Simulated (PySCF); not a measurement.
Molecule: SMILES c1sc(cc1)Cc1nccs1 (C₈H₇NS₂), singlet. Atoms near the plane z = 1.2 Å, at the GFN2-xTB optimised geometry (x, y, z in Å): S3 (2.8, 3.0, 1.6), C4 (2.5, 1.3, 1.4), C5 (2.2, 0.8, 0.0), C6 (0.7, 0.4, 0.0), N7 (0.2, -0.8, 0.0), C8 (-1.1, -0.8, 0.0), C9 (-1.7, 0.5, 0.0), S10 (-0.5, 1.7, 0.0), C11 (2.6, 0.6, 2.6), H14 (2.7, -0.2, -0.1), H16 (-1.6, -1.7, 0.0), H17 (-2.7, 0.7, 0.0), H18 (2.4, -0.4, 2.7).

Level of theory: PBE0/def2-SVP in PySCF. Cells within 0.4 Å of a nucleus heavier than hydrogen are left out (blank, or x). The values are rescaled to run from 0 to 1.

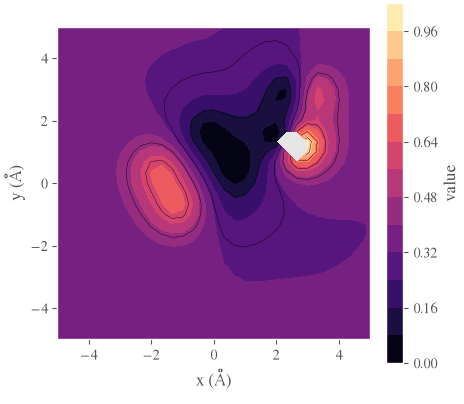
Figure. a field on the plane z = 1.2 Å.

### Question
Which quantity is mapped?
A. Laplacian of the electron density
B. deformation density (molecule minus spherical neutral atoms)
C. electrostatic potential
D. an orbital amplitude

### Answer
D, an orbital amplitude. In full: HOMO−1 amplitude (bohr^(-3/2)).
